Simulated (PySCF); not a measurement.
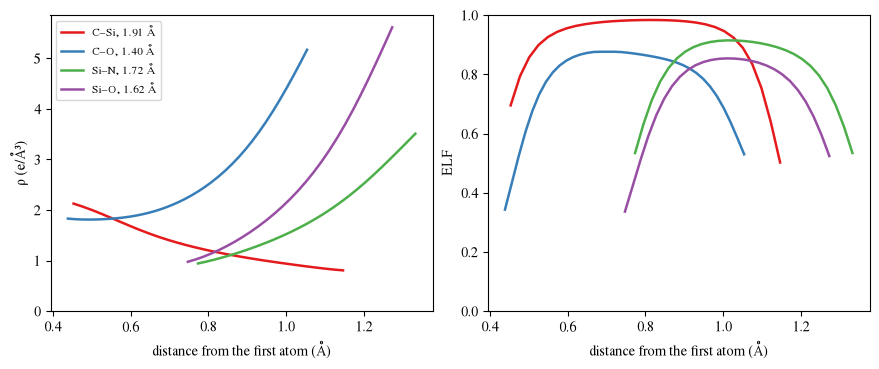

The picture shows: C₃H₁₃NO₃Si₂. Total electron density and ELF along straight lines between neighbouring atoms. The curves leave out the atomic cores.

Geometry: GFN2-xTB.

The calculation used PySCF, PBE0/pcSseg-1, SCF density, gas phase, non-relativistic.

```tsv
atom	x (Å)	y (Å)	z (Å)
C	-2.1003	1.4061	-1.1418
O	-0.9933	0.5443	-1.2634
C	-0.5986	-0.1701	-0.1202
O	-1.3158	-1.3619	0.0936
C	-2.5717	-1.2518	0.7238
Si	1.2169	-0.6603	-0.4542
N	1.5601	-1.9478	0.6309
O	2.1717	0.5874	-0.0664
Si	3.3684	1.5639	0.4076
H	-2.0705	1.9549	-0.1929
H	-2.0333	2.1136	-1.9685
H	-3.0522	0.8684	-1.2121
H	-0.7093	0.4791	0.7683
H	-2.7976	-2.2350	1.1372
H	-3.3645	-0.9731	0.0217
H	-2.5405	-0.5171	1.5371
H	1.4170	-0.8566	-1.8876
H	0.8569	-2.6604	0.7409
H	2.4839	-2.3485	0.6529
H	3.4405	2.6244	-0.5954
H	3.0169	2.0780	1.7315
H	4.6050	0.7820	0.4562
```

Compare the contacts.

C–Si (1.91 Å): ρ is about 0.99 e/Å³ halfway; the ELF peaks at about 1 between the atoms, as expected for localised, covalent bonding.
C–O (1.40 Å): ρ at the midpoint is about 2.1 e/Å³, with its minimum of 1.8 e/Å³ about 0.5 Å from C; the ELF peaks at about 0.90 between the atoms; a shared but strongly polarised pair.
Si–N (1.72 Å): the density is about 1.1 e/Å³ at the midpoint; the ELF peaks at about 0.90 between the atoms; a polar covalent bond.
Si–O (1.62 Å): the density is about 1.1 e/Å³ at the midpoint; the ELF peaks at about 0.85 between the atoms: a polar covalent bond.
